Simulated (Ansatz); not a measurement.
# FH5Si: the cost of one run

All numbers below are computed with Ansatz 0.2.0 (RKS PBE0-D4/cc-pVDZ).

## 1. The starting structure

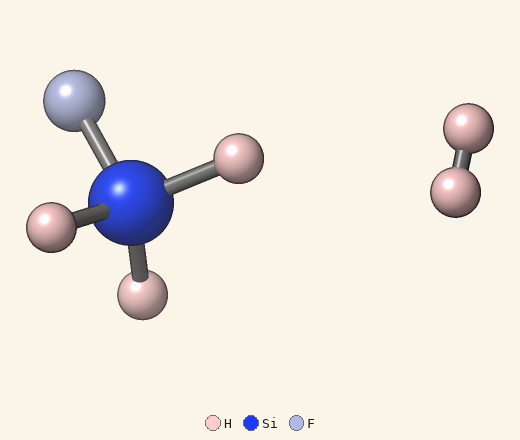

Start, viewed from a chosen angle; hydrogen pink, silicon blue, fluorine light blue.

As a file:

```xyz
7

H    -0.3167   -0.0551   -3.1567
H     0.4347    0.0490   -2.9761
Si    0.0546    0.0230    1.1803
F    -1.2969   -0.3509    1.9626
H    -0.3050    0.0110   -0.2279
H     1.0035   -1.0170    1.5450
H     0.4257    1.3399    1.6728
```

## 2. Relaxing the start

File input.yaml:

```yaml
crystal:
  periodic: [false, false, false]
  atoms:
    - { symbol: H, position_ang: [-0.3167, -0.0551, -3.1567] }
    - { symbol: H, position_ang: [0.4347, 0.049, -2.9761] }
    - { symbol: Si, position_ang: [0.0546, 0.023, 1.1803] }
    - { symbol: F, position_ang: [-1.2969, -0.3509, 1.9626] }
    - { symbol: H, position_ang: [-0.305, 0.011, -0.2279] }
    - { symbol: H, position_ang: [1.0035, -1.017, 1.545] }
    - { symbol: H, position_ang: [0.4257, 1.3399, 1.6728] }
basis:
  gaussian: { orbitals: cc-pVDZ }
hamiltonian:
  xc: pbe0
  dispersion: d4
relax:
  f_tol: 0.02
  max_steps: 40
scf:
  lower_state_search: "off"
```

Run with:

```sh
> ansatz run input.yaml --threads 1 --pin off --max-ram 2048MiB --backend cpu --events-out ev --progress --plain --runs-dir out
```

Q: Estimate wall time and peak memory on 1 thread of an x86-64 CPU, shared host.

About 9.3 s, with a peak of 0.11 GiB.
